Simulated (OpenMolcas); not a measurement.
# One shape, several levels: GeNH3Cl (SMILES [NH2][GeH][Cl])

We compute a comparison of 6 runs (UHF/STO-3G, UB3LYP/6-31G*, UBHLYP/cc-pVDZ, UBLYP/cc-pVDZ, UPBE0/cc-pVDZ, ROMP2/cc-pVDZ) of GeNH3Cl. 

Program for the calculation: OpenMolcas 26.06.

**1. Starting point**

GeNH3Cl: 6 atoms, total charge 0, spin state doublet. SMILES: `[NH2][GeH][Cl]`. The N1–H5 distance was set to 1.314 Å, away from the relaxed value.

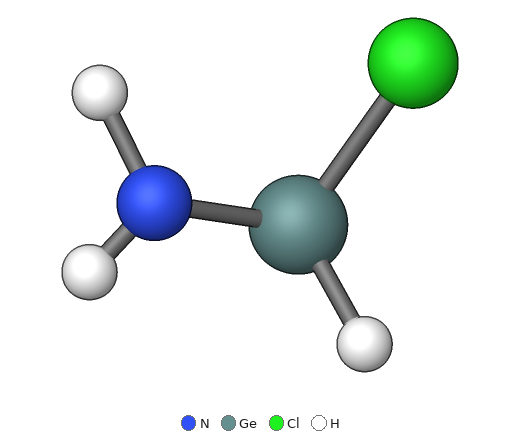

The structure, seen from a chosen angle (nitrogen blue, germanium teal, chlorine green, hydrogen white).

**2. A single-point energy at UHF/STO-3G (run 1)**

struct.xyz reads:

```xyz
6

N     -0.313572     0.537573    -0.626620
Ge     0.208128     0.068673     1.069780
Cl     1.375728    -1.737227     0.784980
H     -0.851772     1.390873    -0.699720
H     -0.888700    -0.414300    -1.327200
H      1.175928     1.188773     1.560980
```

job.input reads:

```
>>> EXPORT MOLCAS_PRINT=2

&GATEWAY
  BasLib
  $CurrDir
  Coord
  struct.xyz
  Basis
  STO-3G
  Group
  NoSym

&SEWARD

&SCF
  UHF
  Spin
  2
  Thresholds
  1e-10 1e-07 1e-07 1e-05
  PrOrbitals
  1 1
```

The basis set STO-3G is read from a file made from the Basis Set Exchange's data (not shown).

Launch:

```console
$ export MOLCAS_MEM=1860
$ pymolcas job.input > job.log
```

Standard output:

```text
--- Start Module: gateway ---
[...]
--- Stop Module: gateway /rc=_RC_ALL_IS_WELL_ ---
--- Start Module: seward ---
[...]
      Basis functions           35
--- Stop Module: seward /rc=_RC_ALL_IS_WELL_ ---
[...]
--- Start Module: scf ---
[...]
       Convergence after  19 Iterations
[...]
::    Total SCF energy                              -2561.7919637303
[...]
      Total spin, S                                     0.5049303928
[...]
      Total electronic charge=   59.000000
      Total            charge=   -0.000000
[...]
      Dipole Moment (debye):
      Origin of the operator (angstrom)=    0.4649   -0.3650    0.7726
                   X= -3.1019E+00               Y=  2.4889E+00               Z=  6.6391E-01           Total=  4.0320E+00
      Quadrupole Moment (debye*angstrom):
[...]
--- Stop Module: scf /rc=_RC_ALL_IS_WELL_ ---
[...]
```

Wall time 3.6 s (1 thread of AMD EPYC 7R43 (Zen 3), shared host); peak memory 0.37 GiB.

**3. The energy at UB3LYP/6-31G(d) (spherical functions) (run 2)**

geom.xyz reads:

```xyz
6

N     -0.313572     0.537573    -0.626620
Ge     0.208128     0.068673     1.069780
Cl     1.375728    -1.737227     0.784980
H     -0.851772     1.390873    -0.699720
H     -0.888700    -0.414300    -1.327200
H      1.175928     1.188773     1.560980
```

mol.inp reads:

```
&GATEWAY
 BASLIB=$CurrDir
 COORD=geom.xyz
 BASIS=6-31Gs
 GROUP=NoSym

&SEWARD
 GRIDINPUT
 Grid=UltraFine
 End of Grid

&SCF
 UHF
 SPIN=2
 KSDFT=B3LYP
 THRESHOLDS=1e-10 1e-07 1e-07 1e-05
 PRORBITALS=0
```

The basis set 6-31G* is read from a file made from the Basis Set Exchange's data (not shown).

Launch:

```console
$ export MOLCAS_MEM=1860
$ pymolcas mol.inp > mol.log
```

Standard output:

```text
--- Start Module: gateway ---
[...]
--- Stop Module: gateway /rc=_RC_ALL_IS_WELL_ ---
--- Start Module: seward ---
[...]
      Basis functions           70
--- Stop Module: seward /rc=_RC_ALL_IS_WELL_ ---
[...]
--- Start Module: scf ---
[...]
       Convergence after  17 Iterations
[...]
::    Total KS-DFT energy                           -2593.4841369648
[...]
      Total spin, S                                     0.5020022099
[...]
      Total electronic charge=   59.000000
      Total            charge=   -0.000000
[...]
      Dipole Moment (debye):
      Origin of the operator (angstrom)=    0.4649   -0.3650    0.7726
                   X= -2.4385E+00               Y=  2.0119E+00               Z= -7.3196E-01           Total=  3.2450E+00
      Quadrupole Moment (debye*angstrom):
[...]
--- Stop Module: scf /rc=_RC_ALL_IS_WELL_ ---
[...]
```

Wall time 32 s (1 thread of AMD EPYC 7R43 (Zen 3), shared host); peak memory 0.41 GiB.

Runs 3 to 5 aren't shown in full; the table further down has their settings and results.

**4. A single-point energy at ROMP2/cc-pVDZ (run 6)**

geom.xyz is that of step 3.

test.input reads:

```
>>> EXPORT MOLCAS_PRINT=2

&GATEWAY
  BasLib
  $CurrDir
  Coord
  geom.xyz
  Basis
  cc-pVDZ
  Group
  NoSym

&SEWARD

&SCF
  UHF
  Spin
  2
  Thresholds
  1e-10 1e-07 1e-07 1e-05
  PrOrbitals
  1 2

&RASSCF
  FileOrb
  $Project.UnaOrb
  Spin
  2
  Nactel
  1 0 0
  Inactive
  29
  Ras2
  1
  OutOrbitals
  Canonical
  OrbListing
  Few

&CASPT2
  IPEA
  0.0
  Frozen
  15
```

The basis set cc-pVDZ is read from a file made from the Basis Set Exchange's data (not shown).

Launch:

```console
$ export MOLCAS_MEM=1860
$ pymolcas test.input > test.log
```

Standard output:

```text
--- Start Module: gateway ---
[...]
--- Stop Module: gateway /rc=_RC_ALL_IS_WELL_ ---
[...]
      Basis functions           74
[...]
       Convergence after  21 Iterations
[...]
::    Total SCF energy                              -2591.0140344816
[...]
      Total spin, S                                     0.5066271639
[...]
--- Start Module: rasscf ---
[...]
      Number of active orbitals                  1
[...]
      Spin quantum number                      0.5
[...]
      Active orbitals                            1
[...]
      Number of CSFs                             1
[...]
      Number of root(s) required                 1
[...]
      Convergence after 10 iterations
[...]
      printout of CI-coefficients larger than  0.05 for root  1
      energy=   -2591.011257
      conf/sym  1     Coeff  Weight
             1  u   1.00000 1.00000
      Natural orbitals and occupation numbers for root  1
      sym 1:   1.000000
      ************************************************************************************************************************
      *                                                    Final results                                                     *
[...]
::    RASSCF root number  1 Total energy:  -2591.01125714
[...]
      Total electronic charge=   59.000000
      Total            charge=   -0.000000
[...]
      Dipole Moment (debye):
      Origin of the operator (angstrom)=    0.4649   -0.3650    0.7726
                   X= -2.7207E+00               Y=  1.8653E+00               Z=  2.7008E-02           Total=  3.2989E+00
      Quadrupole Moment (debye*angstrom):
[...]
--- Stop Module: rasscf /rc=_RC_ALL_IS_WELL_ ---
[...]
--- Start Module: caspt2 ---
[...]
      E2 (Variational):          -0.4186258982
      Total energy:           -2591.4298830367
[...]
      Reference weight:           0.86084
[...]
::    CASPT2 Root  1     Total energy:  -2591.42988304
[...]
```

Wall time 21 s (1 thread of AMD EPYC 7R43 (Zen 3), shared host); peak memory 0.42 GiB.

**5. Overview of the runs**

```csv
run,level,integration grid,frozen core orbitals,energy (Eh),dipole moment (D),HOMO energy (eV),LUMO energy (eV),wall time
1,UHF/STO-3G,–,–,-2561.791964,4.03,-6.69,3.93,3.6 s
2,UB3LYP/6-31G* (spherical functions),UltraFine,–,-2593.484137,3.24,-5.65,-3.11,32 s
3,UBHLYP/cc-pVDZ,UltraFine,–,-2593.651971,3.18,-6.97,-1.93,53 s
4,UBLYP/cc-pVDZ,UltraFine,–,-2593.742068,3.00,-4.46,-3.53,49 s
5,UPBE0/cc-pVDZ,UltraFine,–,-2593.232813,3.13,-5.90,-2.74,52 s
6,ROMP2/cc-pVDZ,–,15,-2591.429883,–,–,–,21 s
```

**6. Results**

| quantity | value |
| --- | --- |
| run 6: total energy | -2591.42988 Eh |

Over runs 1, 2, 3, 4, 5 the dipole moment (its size) runs from 3.00 D (UBLYP/cc-pVDZ) to 4.03 D (UHF/STO-3G). The two ends differ in method and basis. Totals of different functionals can't be ranked against each other. In run 1 the basis is minimal, so the values are rough. All runs together took 3.5 min, the longest 53 s.
